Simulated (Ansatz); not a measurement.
# Br6W (WBr6): what the fields show

The calculation's input:

```
crystal:
  periodic: [false, false, false]
  atoms:
    - {symbol: W, position_ang: [-0.000010, -0.000014, -0.000043]}
    - {symbol: Br, position_ang: [-0.017275, -0.009853, 2.489020]}
    - {symbol: Br, position_ang: [0.017291, 0.009862, -2.489069]}
    - {symbol: Br, position_ang: [2.489057, 0.004096, 0.016869]}
    - {symbol: Br, position_ang: [-2.489078, -0.004081, -0.016832]}
    - {symbol: Br, position_ang: [-0.005234, 2.489104, 0.008420]}
    - {symbol: Br, position_ang: [0.005249, -2.489113, -0.008375]}
basis:
  gaussian: {orbitals: def2-TZVP, initial_orbitals: start.molden}
hamiltonian: {xc: pbe0, dispersion: d4}
scf: {omitted_lower_state_checks: [starts]}
output: {orbitals: {seedname: orbitals}}
```

Command:

```sh
ansatz run in.yaml --threads 4 --pin off --events-out ev --progress --plain --max-ram 4787MiB
```

Geometry: PBE-D4/def2-SVP; core potentials replace the inner electrons of W.

All numbers below come from Ansatz 0.2.0, RKS PBE0-D4/def2-TZVP.

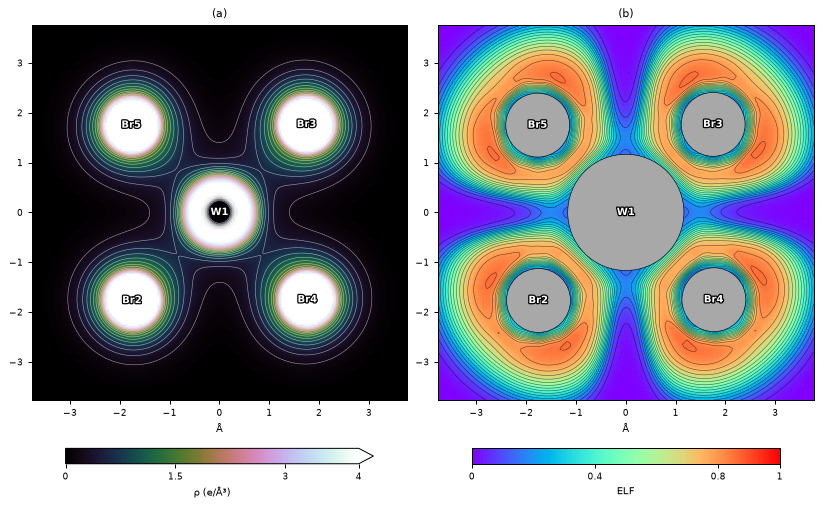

Figure 1. (a) electron density; (b) electron localisation function on the plane of atoms Br3, W1 and Br5. Grey discs cover the atomic cores in the ELF map.

Describe what can be read from this map.

The plane passes through W and Br nuclei. W–Br (2.49 Å): the density is about 0.6 e/Å³ at the midpoint; the ELF peaks at about 0.75 in the valence shell of Br, 1.1 Å from its nucleus, and is about 0.50 at the midpoint.

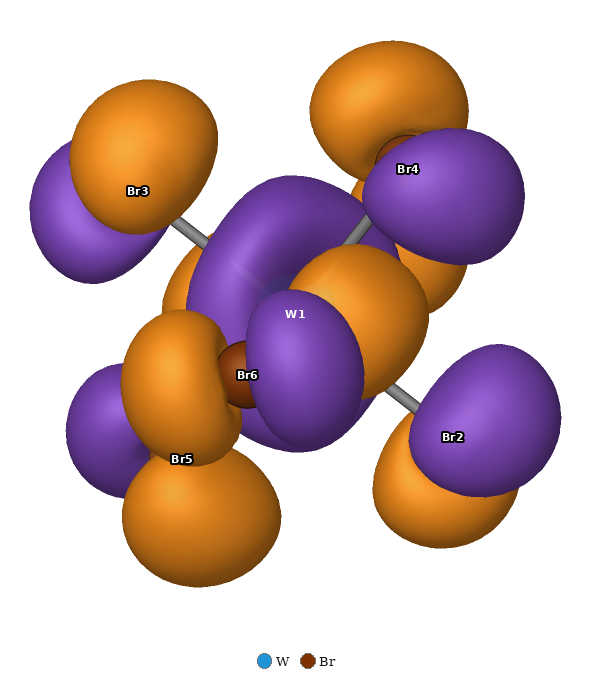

Figure 2. The LUMO at ±0.05 Å⁻³ᐟ² (orange and purple are the two phases), seen at a tilt.

Describe this orbital and give its energy.

It lies mainly on W1 (about 55 %), Br2 (about 5 %), Br3 (about 5 %), Br4 (about 5 %), Br5 (about 5 %), Br6 (about 5 %) and Br7 (about 5 %); it is gerade (even under inversion). It is one of a degenerate set, so its orientation is arbitrary. Its energy is −5.29 eV.
